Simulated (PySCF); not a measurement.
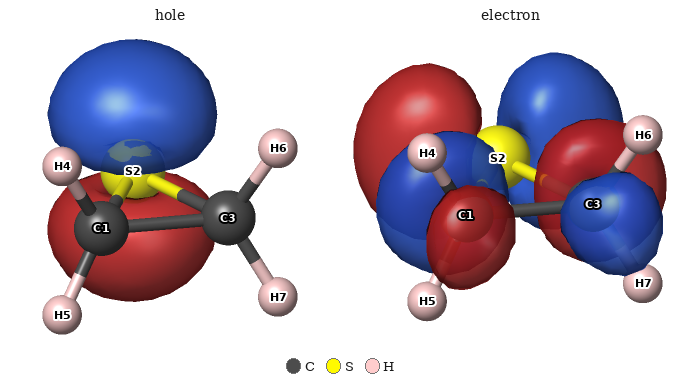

Figure. C2H4S, SMILES `C1SC1`. Leading natural transition orbital pair of S₁ (TDA singlet states); the surfaces enclose about 70 % of each orbital's density.

Level of theory: CAM-B3LYP/def2-SVP (PySCF), at a geometry from GFN2-xTB. No frequency check shows the geometry to be a minimum. GFN2-xTB bond lengths at metals and heavier atoms can be off by up to 0.1 Å and shapes distorted, which carries into these values. Without diffuse functions Rydberg states are missing, so the states' numbers hold for this basis only.

Geometry (Å), atoms numbered from 1:

```
C1       0.7866   -0.7401    0.0000
S2      -0.8535   -0.0000   -0.0000
C3       0.7866    0.7400    0.0000
H4       1.0542   -1.2598    0.9098
H5       1.0545   -1.2596   -0.9098
H6       1.0540    1.2600    0.9098
H7       1.0543    1.2598   -0.9098
```

**Characterise the state.**

5.18 eV (239 nm), f = 0.000 (dark), n → σ*; the leading pair carries 100 %; hole on S2 (84 %), electron on S2 (52 %) and C1 and C3 (19 % each); their centroids lie 0.5 Å apart. In canonical orbitals it is mainly HOMO → LUMO (99 %). The HOMO–LUMO gap is 9.68 eV.
